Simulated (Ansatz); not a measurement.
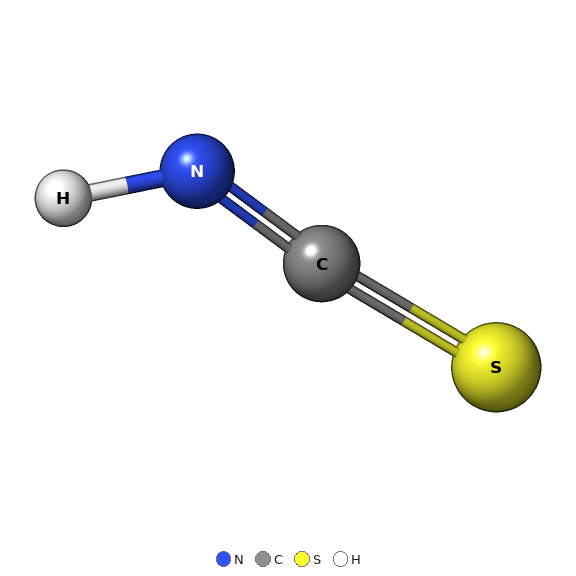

The picture shows the input geometry.

Input file:

```yaml
crystal:
  periodic: [false, false, false]
  atoms:
    - {symbol: N, position_ang: [-0.252146, 0.636187, -0.472101]}
    - {symbol: C, position_ang: [0.306796, -0.204888, 0.171285]}
    - {symbol: S, position_ang: [1.166543, -1.234764, 0.974044]}
    - {symbol: H, position_ang: [-1.221193, 0.803455, -0.673219]}
basis:
  gaussian: {orbitals: "6-31G*"}
hamiltonian: {xc: {name: PBE}}
md: {timestep: 0.5 fs, n_steps: 20, ensemble: nvt_nose_hoover, temperature: 300, initial_velocities: maxwell_boltzmann, seed: 501}
```

It was started with:

```sh
ansatz run in.yaml --threads 2 --pin off --events-out ev --progress --plain --max-ram 32768MiB --backend cpu
```

What the program printed (its end):

```
mean field -13370.04176489 eV, -491.3399723199 hartree, gradient 1.6e-5 eV, S^2 0.000000; 1 other end points of the search recorded, 0 dependent functions left out
the calculation of the forces begins
reference -13370.04178903 eV, -491.3399732069 hartree; 15, 15 occupied and 36, 36 virtual orbitals, 593 factors
md step    20: t =    10.00 fs  T =   169.5 K  F+E_penalty+E_count = -13370.04176489 eV  E_kin = 0.043816 eV  conserved = -13369.99783051 eV  (26 SCF iters)
Total energy: -13370.04178903 eV, -491.3399732069 hartree
Atom 0 at    -0.265678     0.694258    -0.499327 Å, force     0.496415    -1.546459     0.910405 eV/Å
Atom 1 at     0.294380    -0.221384     0.142694 Å, force     0.022525     0.794125    -0.127325 eV/Å
Atom 2 at     1.179245    -1.249634     0.992420 Å, force    -0.476596     0.499221    -0.577298 eV/Å
Atom 3 at    -1.289217     0.666017    -0.538665 Å, force    -0.042344     0.253112    -0.205782 eV/Å
Dipole moment:    -0.378572     0.013184    -0.036902 e Å
```

Self-consistency was reached.
